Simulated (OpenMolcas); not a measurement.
**Multiconfigurational calculation for Pr⁴⁺ complex**

Pr⁴⁺ with 6 ligands (F; trigonal antiprism, 2.27 Å), neutralised by 6 outer point charges of +0.33 e, whose field is part of the energies. Computed at this level: state-averaged SS-CASPT2, IPEA shift 0.25, imaginary shift 0.1 hartree, closed shells 5s 5p of the metal and the valence shells of the ligands correlated, active space 1 electron in the shell 4f, basis ANO-RCC-VDZP on the metal and ANO-RCC-VDZP on the ligands, DKH2 scalar Hamiltonian, spin-orbit coupling by RASSI with atomic mean-field integrals (OpenMolcas).

## Results in brief

- outcome: converged
- energy of the lowest spin-free term: −9829.45240 hartree
- energy of the lowest spin-orbit level: −9829.45877 hartree
- CASPT2 correlation energy: −1.5655 hartree
- largest spread among components of a term: 7.8 cm⁻¹
- lowest reference weight: 0.702
- hardware: 1 thread of Arm Neoverse V1, 24 GiB of memory available, shared host
- wall time: 30 s
- peak memory: 0.6 GiB

## Notes

Caveats: covalent bonds, ligand orbitals missing from the active space; distances are set from ionic radii, not optimised.

## The input
```
&GATEWAY
Coord
7

Pr 0.0 0.0 0.0
F 0.000000 1.890242 1.256935
F -1.636997 -0.945121 1.256935
F 1.636997 -0.945121 1.256935
F 0.000000 -1.890242 -1.256935
F 1.636997 0.945121 -1.256935
F -1.636997 0.945121 -1.256935
Basis=Pr.ANO-RCC-VDZP,F.ANO-RCC-VDZP
Group=XYZ
NoMove
AngMom=0.0 0.0 0.0
AMFI
RICD
XField
3 Angstrom 0
0.000000 4.554900 3.028826 0.333333
3.944658 -2.277450 3.028826 0.333333
3.944658 2.277450 -3.028826 0.333333
&SEWARD
&RASSCF
FileOrb=start.orb
Symmetry=2
Spin=2
nActEl=1 0 0
Inactive=30 27
Ras2=0 7
CIRoot=7 7 1
SDav=7
CIMx=300
Iter=150 100
PrWF=0.3
OrbListing=Nothing
MaxOrb=0
LevShft=1.0
>>> COPY $Project.JobIph JOB001
&RASSI
NrOfJobIphs=1 7
1 2 3 4 5 6 7
IphNames
JOB001
EJob
SpinOrbit
DIPRint=1.0
SOCoupling=1000.0
Subsets=2
Property=9
'ANGMOM' 1 'ANGMOM' 2 'ANGMOM' 3 'MLTPL  1' 1 'MLTPL  1' 2 'MLTPL  1' 3
'AMFI' 1 'AMFI' 2 'AMFI' 3
SOProperty=3
'ANGMOM' 1 'ANGMOM' 2 'ANGMOM' 3
>>> COPY JOB001 $Project.JobIph
&CASPT2
Multistate=7 1 2 3 4 5 6 7
NoMult
Frozen=17 12
IPEA=0.25
Imaginary=0.1
MaxIter=60
WThr=0.0 0.3 0.05
PrWF=0.5
NoMix
```

The file start.orb holds starting orbitals from an earlier step. A driver script formed the levels outside the program, from RASSI's spin-orbit matrix and the CASPT2 energies (for multi-state variants, the effective Hamiltonian), averaged over the components of each term or state. The log and the time are those of the CASPT2 step.

Command:
```bash
OMP_NUM_THREADS=1 MOLCAS_MEM=2457 MOLCAS_PROJECT=a pymolcas a.inp > a.log  # once for each step of the input, in one work folder
```

## Log (extracts)
```
--- CASPT2 ---
Orbital specifications:
      -----------------------

      Symmetry species                           1   2
                                                ag  au
      Frozen orbitals                           17  12
      Inactive orbitals                         13  15
      Active orbitals                            0   7
      Secondary orbitals                        48  40
      Deleted orbitals                           0   0
      Number of basis functions                 78  74
Type of calculation                        SS-CASPT2
      Fock operator                              state-specific
      IPEA shift                                 0.25
      Real shift                                 0.00
      Imaginary shift                            0.10
      The input orbitals will be transformed to quasi-canonical
Reference energy:       -9827.8869469046
      E2 (Non-variational):      -1.5640480891
      Shift correction:          -0.0014058856
      E2 (Variational):          -1.5654539747
      Total energy:           -9829.4524008793
      Residual norm:              0.0000001828
      Reference weight:           0.70167
      Contributions to the CASPT2 correlation energy
      Active & Virtual Only:         -0.0000000000
      One Inactive Excited:          -0.0265149979
      Two Inactive Excited:          -1.5375330912
Reference energy:       -9827.8840090951
      E2 (Non-variational):      -1.5641728633
      Shift correction:          -0.0014129156
      E2 (Variational):          -1.5655857789
      Total energy:           -9829.4495948740
      Residual norm:              0.0000003896
      Reference weight:           0.70157
      Contributions to the CASPT2 correlation energy
      Active & Virtual Only:         -0.0000000002
      One Inactive Excited:          -0.0277685630
      Two Inactive Excited:          -1.5364043001
::    CASPT2 Root  1     Total energy:  -9829.45240088
::    CASPT2 Root  2     Total energy:  -9829.44959487
::    CASPT2 Root  3     Total energy:  -9829.44960431
::    CASPT2 Root  4     Total energy:  -9829.44789544
::    CASPT2 Root  5     Total energy:  -9829.44155105
::    CASPT2 Root  6     Total energy:  -9829.44158667
::    CASPT2 Root  7     Total energy:  -9829.43995611
```

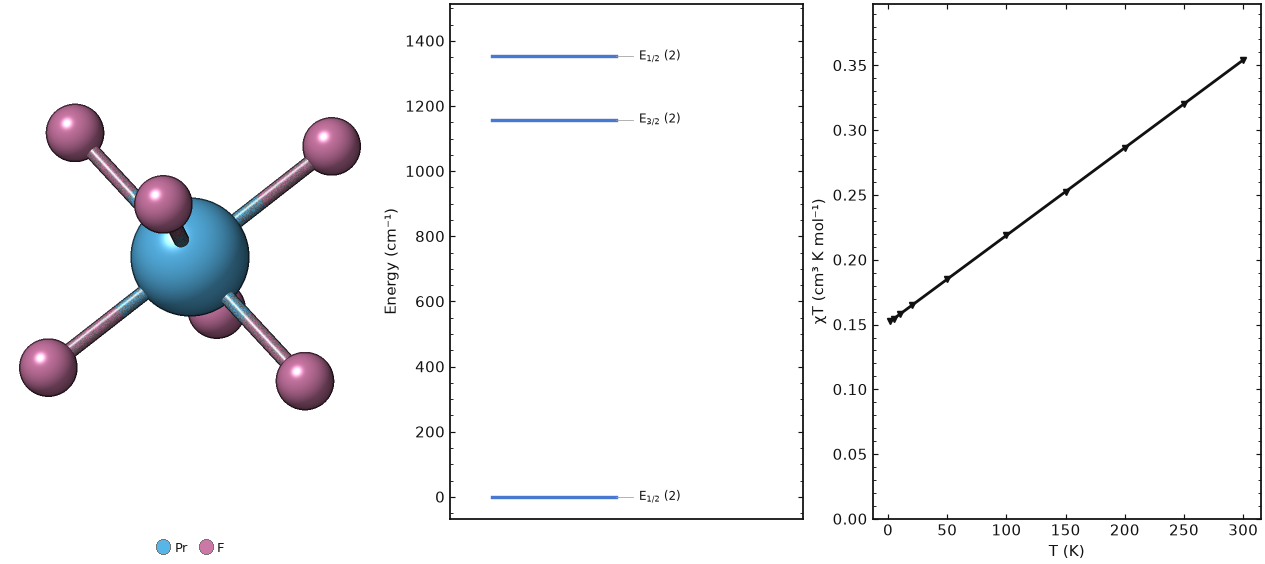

**Figure 1.** Pr⁴⁺ (4f) with 6 ligands, F⁻, at 2.27 Å (arrangement: trigonal antiprism, D3d), axial distortion 1.03, neutralised by outer point charges of +0.33 e, and its levels and susceptibility. Labels give the representation in O, Td, D4 or D3 as the site allows (double group for half-integer spin) where it could be assigned and, in brackets, the degeneracy; spin-free states, where drawn, share the zero of the spin-orbit levels. Powder susceptibility by Van Vleck's formula. The ground level is E₁/₂, a Kramers doublet, 100 % from states of spin multiplicity 2, effective J = 2.54, with |mJ| = 1/2 the largest share (65 %). Its principal g values are 0.66, 1.48 and 1.48, easy-plane. The next level lies at 1,160 cm⁻¹ (E₃/₂). The lowest J multiplet spreads over 1,350 cm⁻¹. χT is 0.153 cm³ K mol⁻¹ at 2 K and 0.354 at 300 K, an effective moment of 1.68 μB.
